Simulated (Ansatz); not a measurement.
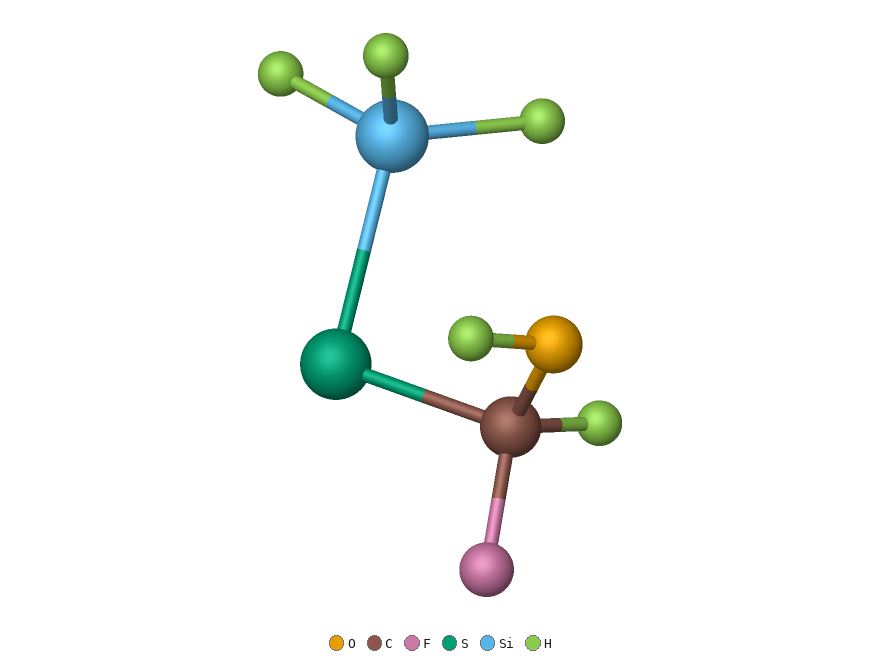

The picture comes from a calculation with Ansatz.

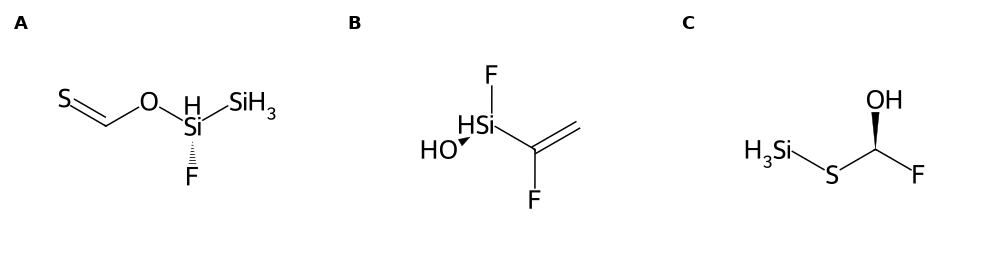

**Which structural formula matches the 3D model?**

C, `O[C@@H](F)S[SiH3]`.
